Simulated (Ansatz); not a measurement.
**BaSc3: relaxing a made-up structure**

Starting from a made-up structure for BaSc3, the aim is the relaxed cell, its shortest contacts and, where a second run follows, its electronic structure.

Method: DFT, PBE, plane-wave PAW, default files, scalar-relativistic, no spin, cell and ions relaxed at zero pressure, in the first sound run; inputs show where later runs differ, in Ansatz 0.2.0.

## 1. The starting structure

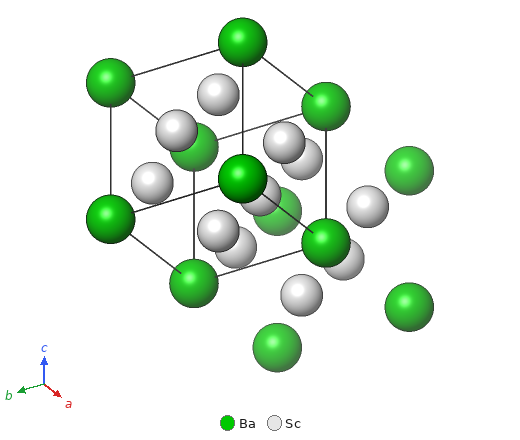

The starting structure, seen from a free direction (barium green, scandium white). 2×1×1 cells are drawn. Some periodic images of atoms are drawn too.

## 2. Relaxing cell and atoms

The guessed cell has no reason to be at equilibrium. It is relaxed with the atoms, within the space group of the guess.

The input, input.yaml:

```yaml
crystal:
  lattice:
    - [4.893, 0.0, 0.0]
    - [0.0, 4.893, 0.0]
    - [0.0, 0.0, 4.893]
  atoms:
    - { symbol: Ba, position: [0.0, 0.0, 0.0] }
    - { symbol: Sc, position: [0.5, 0.0, 0.5] }
    - { symbol: Sc, position: [0.5, 0.5, 0.0] }
    - { symbol: Sc, position: [0.0, 0.5, 0.5] }
kpoints:
  mp_grid: { grid: [6, 6, 6] }
scf:
  occupations: { method: fermi_dirac, width: 0.05 }
hamiltonian:
  xc: pbe
  pseudopotentials: { kind: paw }
relax:
  f_tol: 0.015
  max_steps: 70
  cell: {}
output:
  forces: true
  stress: true
```

Launch:

```bash
ansatz run input.yaml --threads 4 --pin off --max-ram 8192MiB --backend cpu --events-out ev --progress --plain --runs-dir out
```

Numbers of over 12 decimals in the logs are rounded to 6 here.

Log:

```text
Engine: ansatz 0.2.0, aarch64-unknown-linux-gnu
Pseudopotentials: kind: paw
Pseudopotential: Ba, paw, valence charge 10, recommended cutoff 420 eV (normal), Ba.paw.azcp
Pseudopotential: Sc, paw, valence charge 11, recommended cutoff 420 eV (normal), Sc.paw.azcp
Functional definition: PBE
  parameter kappa = 0.804
  parameter beta = 0.066725
  exchange = pbe_x(kappa = kappa, mu = beta*pi^2/3)
  correlation = pbe_c(beta = beta)
Crystal: 4 atoms, lattice volume = 117.146 Å³
Basis set: ecut = 420 eV, 2301 PW (Γ), exchange–correlation on 72×72×72 points (8 copies of the dense FFT grid, shifted against one another)
Bands: 26, of which v1, the nominal top of the filled ones, is band 22 counted from 1 (21 counted from 0)
Symmetry: 48 space group operations
Space group: Pm-3m (ITA 221), of the structure as read, at distance tolerance 4.9e-5 Å
k-points: 20 of 216
Non-local potential: Ba, projectors of the file, l = 0: 3, l = 1: 2, l = 2: 2, l = 3: 2
Non-local potential: Sc, projectors of the file, l = 0: 3, l = 1: 2, l = 2: 3, l = 3: 1
PAW form: soft (Blöchl's): semilocal exchange-correlation on the pseudo side does not see the compensation charge
PAW one-centre angular grid: Ba, 194 points (default); XC on 64 Gauss nodes
PAW one-centre angular grid: Sc, 590 points (default); XC on 64 Gauss nodes
Initial density: superposition of atomic densities (neutral atoms: chi_scale 0, normalization atom), corrected by the library's trained network
Initial wavefunctions: pseudopotential atomic-orbital guess
Functional: x = pbe(κ = 0.804, μ = 0.219515), c = pbe(β = 0.066725)
SCF iter   1: F=—  HF=-12355.376985 eV  |F-HF|=—  |Δ(HF+E_count)|=         —  Δρ=4.43e-3  dr2=5.50e-2  ethr=1.77e-3  ⟨swp⟩=6.2  Hψ=2541  notcnv=0
preconditioner: auto → Kerker (q_TF=auto, 2.309 Å⁻¹)  [metal: Δε(μ)=0.045 eV  Ē_g=5.997 eV  σ=0.050 eV  W_gap=0.21  n_scr=26 (ndim 8)  ℏωp=14.1 eV  f_vac=0.000  D(μ)=9.91/eV (n_scr^D=122)]
SCF iter   2: F=—  HF=-12355.369769 eV  |F-HF|=—  |Δ(HF+E_count)|=   7.22e-3  Δρ=2.47e-3  dr2=1.78e-2  ethr=1.28e-4  ⟨swp⟩=1.9  Hψ=731  notcnv=0
SCF iter   3: F=—  HF=-12355.367183 eV  |F-HF|=—  |Δ(HF+E_count)|=   2.59e-3  Δρ=4.76e-4  dr2=3.45e-4  ethr=4.15e-5  ⟨swp⟩=2.0  Hψ=632  notcnv=0
SCF iter   4: F=—  HF=-12355.367145 eV  |F-HF|=—  |Δ(HF+E_count)|=   3.82e-5  Δρ=1.19e-4  dr2=2.77e-5  ethr=8.02e-7  ⟨swp⟩=2.0  Hψ=950  notcnv=0
SCF iter   5: F=—  HF=-12355.367105 eV  |F-HF|=—  |Δ(HF+E_count)|=   4.03e-5  Δρ=2.82e-5  dr2=1.52e-6  ethr=6.44e-8  ⟨swp⟩=2.0  Hψ=728  notcnv=0
SCF iter   6: F=-12355.367105 eV  HF=-12355.367105 eV  |F-HF|=2.77e-9  |Δ(HF+E_count)|=   6.49e-8  Δρ=4.33e-6  dr2=2.99e-8  ethr=2.33e-10  ⟨swp⟩=4.1  Hψ=2130  notcnv=0
SCF 1 converged in 6 iterations: F = -12355.367105 eV  dr2 = 2.99e-8
  greatest PAW one-centre occupation: 0.998 electrons in one spin orbital (limit 2), on the Sc atom at site 3 (counted from 0), in its partial waves of l = 0
relax step   1: F+E_penalty+E_count = -12355.36710467 eV  Δ(F+E_penalty+E_count) = +0.000e0 eV  max|allowed force component| = 4.549e-29 eV/Å  Δτ_max = 0.0000 Å  P = +1.153 GPa  Ω = 117.146 Å³  (6 SCF iters, dr2 threshold 1.00e-7 eV, accepted)
Crystal: 4 atoms, lattice volume = 120.739 Å³
Basis set: ecut = 420 eV, 2373 PW (Γ), exchange–correlation on 72×72×72 points (8 copies of the dense FFT grid, shifted against one another)
Initial density: handed on by an earlier stage of this run
Initial wavefunctions: those handed on with the density
iter 1 solved again at ethr=3.70e-6 eV; its pass at ethr=3.10e-3 eV (dr2=1.59e-3 eV) is discarded
SCF iter   1: F=—  HF=-12355.381539 eV  |F-HF|=—  |Δ(HF+E_count)|=         —  Δρ=9.15e-4  dr2=1.62e-3  ethr=3.70e-6  ⟨swp⟩=2.0  Hψ=3235  notcnv=0
preconditioner: auto → Kerker (q_TF=auto, 2.297 Å⁻¹)  [metal: Δε(μ)=0.024 eV  Ē_g=5.892 eV  σ=0.050 eV  W_gap=0.12  n_scr=26 (ndim 8)  ℏωp=13.9 eV  f_vac=0.000  D(μ)=10.11/eV (n_scr^D=122)]
SCF iter   2: F=—  HF=-12355.381249 eV  |F-HF|=—  |Δ(HF+E_count)|=   2.90e-4  Δρ=5.12e-4  dr2=4.99e-4  ethr=3.70e-6  ⟨swp⟩=1.8  Hψ=612  notcnv=0
SCF iter   3: F=—  HF=-12355.381135 eV  |F-HF|=—  |Δ(HF+E_count)|=   1.14e-4  Δρ=8.89e-5  dr2=1.35e-5  ethr=1.16e-6  ⟨swp⟩=2.0  Hψ=765  notcnv=0
SCF iter   4: F=—  HF=-12355.381067 eV  |F-HF|=—  |Δ(HF+E_count)|=   6.79e-5  Δρ=2.47e-5  dr2=8.27e-7  ethr=3.15e-8  ⟨swp⟩=2.0  Hψ=864  notcnv=0
iter 5 did not close the SCF: its close was put off for the readings that it lacked (scf_convergence_deferred on its scf_iter line)
SCF iter   5: F=-12355.381068 eV  HF=-12355.381068 eV  |F-HF|=1.35e-8  |Δ(HF+E_count)|=   2.54e-7  Δρ=4.43e-6  dr2=3.68e-8  ethr=1.92e-9  ⟨swp⟩=2.1  Hψ=724  notcnv=0
SCF iter   6: F=-12355.381068 eV  HF=-12355.381068 eV  |F-HF|=5.15e-10  |Δ(HF+E_count)|=  8.71e-10  Δρ=1.11e-6  dr2=1.78e-9  ethr=8.55e-11  ⟨swp⟩=2.4  Hψ=1884  notcnv=0
SCF 2 converged in 6 iterations: F = -12355.381068 eV  dr2 = 1.78e-9
  greatest PAW one-centre occupation: 0.998 electrons in one spin orbital (limit 2), on the Sc atom at site 2 (counted from 0), in its partial waves of l = 0
relax step   2: F+E_penalty+E_count = -12355.38106754 eV  Δ(F+E_penalty+E_count) = -1.396e-2 eV  max|allowed force component| = 6.245e-30 eV/Å  Δτ_max = 0.0000 Å  P = +0.144 GPa  Ω = 120.739 Å³  energy of the carried Pulay correction = -3.422e-4 eV  (6 SCF iters, dr2 threshold 4.00e-7 eV, accepted)
Crystal: 4 atoms, lattice volume = 121.270 Å³
iter 1 solved again at ethr=6.22e-8 eV; its pass at ethr=3.10e-3 eV (dr2=2.67e-5 eV) is discarded
SCF iter   1: F=—  HF=-12355.381348 eV  |F-HF|=—  |Δ(HF+E_count)|=         —  Δρ=1.31e-4  dr2=3.47e-5  ethr=6.22e-8  ⟨swp⟩=2.0  Hψ=2984  notcnv=0
preconditioner: auto → Kerker (q_TF=auto, 2.295 Å⁻¹)  [metal: Δε(μ)=0.023 eV  Ē_g=5.888 eV  σ=0.050 eV  W_gap=0.12  n_scr=26 (ndim 8)  ℏωp=13.9 eV  f_vac=0.000  D(μ)=10.14/eV (n_scr^D=122)]
SCF iter   2: F=—  HF=-12355.381268 eV  |F-HF|=—  |Δ(HF+E_count)|=   8.00e-5  Δρ=7.22e-5  dr2=1.02e-5  ethr=6.22e-8  ⟨swp⟩=1.9  Hψ=589  notcnv=0
SCF iter   3: F=—  HF=-12355.381266 eV  |F-HF|=—  |Δ(HF+E_count)|=   2.21e-6  Δρ=1.32e-5  dr2=3.03e-7  ethr=2.38e-8  ⟨swp⟩=2.0  Hψ=734  notcnv=0
iter 4 did not close the SCF: its close was put off for the readings that it lacked (scf_convergence_deferred on its scf_iter line)
SCF iter   4: F=-12355.381266 eV  HF=-12355.381266 eV  |F-HF|=1.38e-10  |Δ(HF+E_count)|=   1.50e-8  Δρ=3.45e-6  dr2=1.65e-8  ethr=7.06e-10  ⟨swp⟩=2.0  Hψ=906  notcnv=0
iter 5 did not close the SCF: its close was put off for the readings that it lacked (scf_convergence_deferred on its scf_iter line)
SCF iter   5: F=-12355.381266 eV  HF=-12355.381266 eV  |F-HF|=2.42e-10  |Δ(HF+E_count)|=   5.61e-9  Δρ=6.22e-7  dr2=7.06e-10  ethr=3.83e-11  ⟨swp⟩=2.0  Hψ=736  notcnv=0
SCF iter   6: F=-12355.381266 eV  HF=-12355.381266 eV  |F-HF|=7.28e-12  |Δ(HF+E_count)|=  1.09e-11  Δρ=1.55e-7  dr2=3.38e-11  ethr=1.64e-12  ⟨swp⟩=2.1  Hψ=1681  notcnv=0
SCF 3 converged in 6 iterations: F = -12355.381266 eV  dr2 = 3.38e-11
relax step   3: F+E_penalty+E_count = -12355.38126572 eV  Δ(F+E_penalty+E_count) = -1.982e-4 eV  max|allowed force component| = 2.143e-29 eV/Å  Δτ_max = 0.0000 Å  P = +0.006 GPa  Ω = 121.270 Å³  energy of the carried Pulay correction = -3.913e-4 eV  (6 SCF iters, dr2 threshold 5.19e-8 eV, accepted)
Initial wavefunctions: pseudopotential atomic-orbital guess (no wavefunctions were taken with the density)
iter 1 solved again at ethr=2.70e-7 eV; its pass at ethr=3.10e-3 eV (dr2=1.16e-4 eV) is discarded
SCF iter   1: F=—  HF=-12355.381724 eV  |F-HF|=—  |Δ(HF+E_count)|=         —  Δρ=3.98e-5  dr2=2.46e-7  ethr=2.70e-7  ⟨swp⟩=3.0  Hψ=3977  notcnv=0
SCF iter   2: F=—  HF=-12355.381648 eV  |F-HF|=—  |Δ(HF+E_count)|=   7.52e-5  Δρ=2.13e-5  dr2=7.19e-8  ethr=5.72e-10  ⟨swp⟩=2.5  Hψ=925  notcnv=0
SCF iter   3: F=—  HF=-12355.381649 eV  |F-HF|=—  |Δ(HF+E_count)|=   1.60e-7  Δρ=9.73e-7  dr2=2.92e-10  ethr=1.67e-10  ⟨swp⟩=2.0  Hψ=944  notcnv=0
iter 4 did not close the SCF: its close was put off for the readings that it lacked (scf_convergence_deferred on its scf_iter line)
SCF iter   4: F=-12355.381649 eV  HF=-12355.381649 eV  |F-HF|=3.64e-12  |Δ(HF+E_count)|=  2.16e-10  Δρ=1.33e-7  dr2=1.84e-11  ethr=1.00e-12  ⟨swp⟩=2.1  Hψ=848  notcnv=0
iter 5 did not close the SCF: its close was put off for the readings that it lacked (scf_convergence_deferred on its scf_iter line)
SCF iter   5: F=-12355.381649 eV  HF=-12355.381649 eV  |F-HF|=1.82e-12  |Δ(HF+E_count)|=  1.09e-11  Δρ=4.21e-8  dr2=2.28e-12  ethr=1.00e-12  ⟨swp⟩=1.0  Hψ=520  notcnv=0
iter 6 did not close the SCF: its close was put off for the readings that it lacked (scf_convergence_deferred on its scf_iter line)
SCF iter   6: F=-12355.381649 eV  HF=-12355.381649 eV  |F-HF|=0.00e0  |Δ(HF+E_count)|=  3.64e-12  Δρ=8.73e-9  dr2=1.57e-13  ethr=1.00e-12  ⟨swp⟩=1.0  Hψ=520  notcnv=0
iter 7 did not close the SCF: its close was put off for the readings that it lacked (scf_convergence_deferred on its scf_iter line)
SCF iter   7: F=-12355.381649 eV  HF=-12355.381649 eV  |F-HF|=0.00e0  |Δ(HF+E_count)|=    0.00e0  Δρ=2.39e-9  dr2=1.97e-14  ethr=1.00e-12  ⟨swp⟩=1.0  Hψ=520  notcnv=0
SCF iter   8: F=-12355.381649 eV  HF=-12355.381649 eV  |F-HF|=1.82e-12  |Δ(HF+E_count)|=  1.82e-12  Δρ=4.06e-10  dr2=5.71e-16  ethr=1.00e-12  ⟨swp⟩=2.5  Hψ=1210  notcnv=0
SCF 4 converged in 8 iterations: F = -12355.381649 eV  dr2 = 5.71e-16
  greatest PAW one-centre occupation: 0.998 electrons in one spin orbital (limit 2), on the Sc atom at site 1 (counted from 0), in its partial waves of l = 0
relax step   4: F+E_penalty+E_count = -12355.38164855 eV  Δ(F+E_penalty+E_count) = -3.828e-4 eV  max|allowed force component| = 9.006e-30 eV/Å  Δτ_max = 0.0000 Å  P = +0.005 GPa  Ω = 121.270 Å³  stress off target by 4.83e-3 GPa  SCF on the basis re-selected at this cell (its energy is not comparable with the rows above)  (8 SCF iters)
basis re-selected at this cell: Δ(F+E_penalty+E_count) = -3.828e-4 eV, ΔP = -0.001 GPa vs the last step (what re-selecting the basis moved, of the pressure what is left beyond the Pulay correction that the steps carried, after the strain that the cell walked since its last selection, with what the two solves' SCF thresholds leave and, on support functions, any second-order correction that the steps lacked; it is no m [...]
SCF converged after 8 iterations
Free energy (F): -12355.381649 eV
Harris-Foulkes:  -12355.381649 eV  (|F-HF|=1.82e-12)
Internal energy: -12355.300088 eV  (E = F + TS)
E sigma→0 (E₀):  -12355.340868 eV
Entropy (-TS):   -0.081560 eV (-20.390 meV/atom)
Fermi energy:    8.746560 eV
--- Per-component energies (eV) ---
  E_band       = -577.863915
  E_kinetic    = 947.406404
  E_local      = -2980.360290  (includes V_loc(G=0)·N_el)
  E_nonlocal   = 309.059903
  E_hartree    = 1025.227880
  E_xc         = -478.670945
  E_vxc        = -520.104233  (∫ρ·V_xc dr)
  E_paw        = -8092.733749  (= ΣΔE_a)
  E_vpaw       = -384.321487  (= ΣTr[D̂ρ^β])
  E_aug_tail   = 0.000029  (compensation charges beyond the density's cutoff)
  E_ewald      = -3085.229320
  E_smearing   = -0.081560  (= −TS)
  E_closure    = -0.000000  (closes the sum)
  Σ components = -12355.381649   (vs F -12355.381649, Δ=0.00e0)
--- Forces (eV/Å), atoms counted from 1 ---
  atom   1  Ba    -0.00000000    -0.00000000     0.00000000
  atom   2  Sc     0.00000000    -0.00000000     0.00000000
  atom   3  Sc     0.00000000     0.00000000     0.00000000
  atom   4  Sc     0.00000000     0.00000000    -0.00000000
  max |Σ_I F_I| component: 2.29e-29 eV/Å
--- Stress (GPa, compression-positive) ---
        0.004826       0.000000      -0.000000
        0.000000       0.004826       0.000000
       -0.000000       0.000000       0.004826
  P = ⅓ Tr σ = 0.0048 GPa (0.048 kbar)
--- Relaxed structure (3 steps of the walk, 3 accepted, 1 SCFs on fresh bases) ---
  F+E_penalty+E_count = -12355.38164855 eV   max|allowed force component| = 9.006e-30 eV/Å   (the final SCF, on the basis selected at the relaxed cell)
  cell:  # Å, volume = 121.2696 Å³
    - [4.949758, 0, 0]
    - [0, 4.949758, 0]
    - [0, 0, 4.949758]
  atoms:
    - { symbol: Ba, position: [0, 0, 0] }
    - { symbol: Sc, position: [0.5, 0, 0.5] }
    - { symbol: Sc, position: [0.5, 0.5, 0] }
    - { symbol: Sc, position: [0, 0.5, 0.5] }
```

Wall time 3.5 s (4 threads of Arm Neoverse V2, shared host); peak memory 0.47 GiB.

The steps of the relaxation:

| step | energy less that of the first step (eV) | largest force component (eV/Å) | pressure (GPa) | volume (Å³) |
| --- | --- | --- | --- | --- |
| 1 | 0.0000 | 0.0000 | 1.15 | 117.15 |
| 2 | -0.0140 | 0.0000 | 0.14 | 120.74 |
| 3 | -0.0142 | 0.0000 | 0.01 | 121.27 |
| 4* | -0.0145 | 0.0000 | 0.00 | 121.27 |

Relaxation steps marked * repeat the geometry before them on a plane-wave basis chosen anew for their cell, so energy and pressure can jump there.

Forces are held to the 48 operations that the run works with; a distortion that breaks them can't arise in this run.

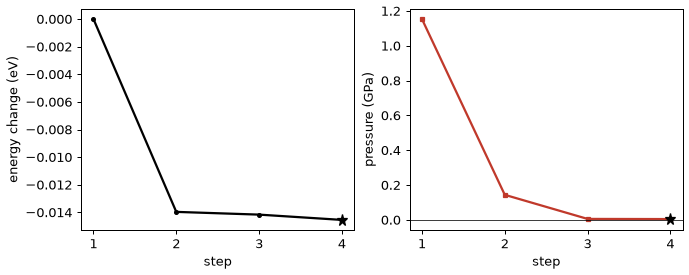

Energy and pressure along the relaxation. Stars mark steps on a basis chosen anew.

| conventional cell, symmetrised | before | after | change |
| --- | --- | --- | --- |
| a (Å) | 4.893 | 4.950 | +1.2 % |
| b (Å) | 4.893 | 4.950 | +1.2 % |
| c (Å) | 4.893 | 4.950 | +1.2 % |
| volume (Å³/atom) | 29.29 | 30.32 | +3.5 % |

The relaxed structure:

```xyz
4
Lattice="4.9498 0.0000 0.0000 0.0000 4.9498 0.0000 0.0000 0.0000 4.9498" Properties=species:S:1:pos:R:3 pbc="T T T"
Ba    0.0000    0.0000    0.0000
Sc    2.4749    0.0000    2.4749
Sc    2.4749    2.4749    0.0000
Sc    0.0000    2.4749    2.4749
```

Numbers from this step:

```
free energy             : -12355.3816 eV
energy at zero smearing : -12355.3409 eV
smearing term TS        : 0.08156 eV
Fermi energy            : 8.747 eV
electrons               : 43
symmetry operations     : 48
pressure                : 0.004826 GPa
```

The shortest distance of each pair, which need not be the same contact before and after:

| pair | guess (Å) | relaxed (Å) |
| --- | --- | --- |
| Ba–Sc | 3.460 | 3.500 |
| Sc–Sc | 3.460 | 3.500 |
| Ba–Ba | 4.893 | 4.950 |

The relaxation ends with a pressure of 0.00 GPa.

[end of part 1 of 2]

[Logs are printed without paths, hosts, clocks, repeated set-up lines and the standing remarks that a program may print on its own settings, such as how far it seeks lower states.]

[Hosts, paths, dates, database ids (printed as entryN), source tags and the programs' standing remarks are cut or masked in the printed files.]
